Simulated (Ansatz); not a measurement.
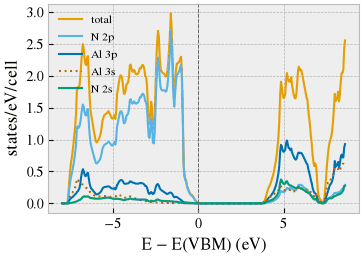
Total and projected density of states of AlN in space group P6_3/mmc (No. 194; Al on 2d, N on 2c), LDA (plane waves, PAW; program Ansatz)

Q: Which orbitals carry the states next to the gap?

A: Top 1 eV of the valence band: N 2p 94 %. Bottom 1 eV of the conduction band: Al 3p 38 %, Al 3s 30 %, N 2s 16 %, N 2p 8 %, outside the projected shells 9 %. Projections are on Löwdin-orthogonalised atomic valence shells; empty p or d shells of many metals are not among them.

Q: Where is the tallest occupied peak in this window, and what makes it?

A: Near -1.6 eV, about 3.0 states/eV per cell; the largest projected share is N 2p.

The first step of the workflow began from a Materials Project structure, measured or hypothetical; the Crystallography Open Database copy checked does not list it. It is not the phase usual at ambient conditions (space group No. 186, 216). The LDA relaxation kept the symmetry of its start; phonons on a q-mesh show no instability.

Potentials: the later of the program's two PAW sets.
